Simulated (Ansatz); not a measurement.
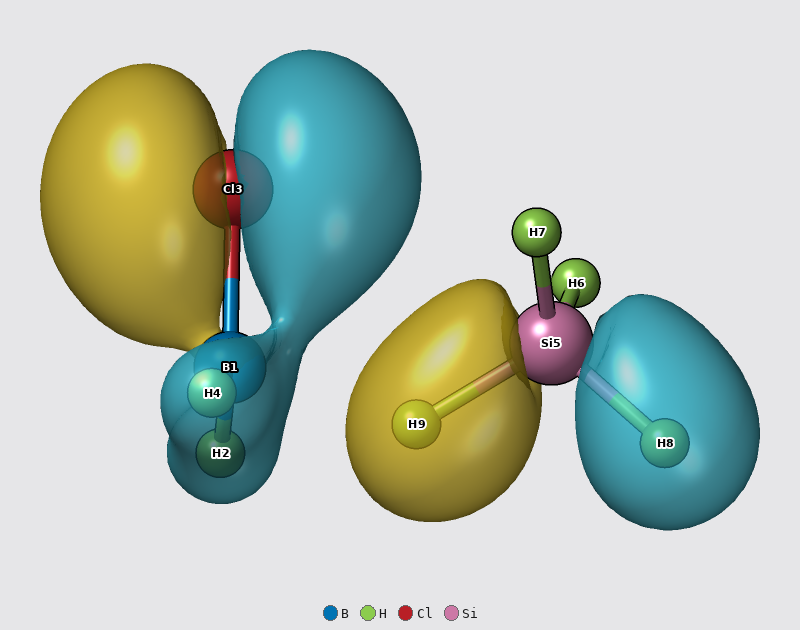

The picture shows: BClH2···SiH4. The HOMO−1 at ±0.08 Å⁻³ᐟ² (yellow and cyan are the two phases), seen at a tilt.

Level of theory: RKS r2SCAN/def2-SVP in Ansatz 0.2.0.

The calculation's input:

```
crystal:
  periodic: [false, false, false]
  atoms:
    - { symbol: B, position_ang: [-0.00032, -0.418571, 0.013778] }
    - { symbol: H, position_ang: [-0.024084, -0.776705, 1.154078] }
    - { symbol: Cl, position_ang: [1.516971, -0.545525, -0.883947] }
    - { symbol: H, position_ang: [-1.000184, -0.185016, -0.623781] }
    - { symbol: Si, position_ang: [0.507292, 2.503523, 1.067732] }
    - { symbol: H, position_ang: [1.743689, 2.592331, 1.897845] }
    - { symbol: H, position_ang: [0.763415, 3.002589, -0.309599] }
    - { symbol: H, position_ang: [-0.602429, 3.270794, 1.704497] }
    - { symbol: H, position_ang: [0.10325, 1.08058, 0.974297] }
basis:
  gaussian: { orbitals: def2-SVP }
hamiltonian:
  xc: r2scan
relax:
  f_tol: 0.03
  max_steps: 50
output:
  orbitals: {}
```

Command:

```sh
ansatz run input.yaml --threads 2 --pin off --max-ram 3072MiB --backend cpu --events-out ev --progress --plain --runs-dir out
```

The fields are those of the run's last geometry, not of the input's.

Question: Describe this orbital and give its energy.

Answer: It lies mainly on Cl3 (about 65 %), Si5 (about 10 %), H9 (about 10 %), B1 (about 5 %) and H8 (about 5 %). Its energy is −8.24 eV.
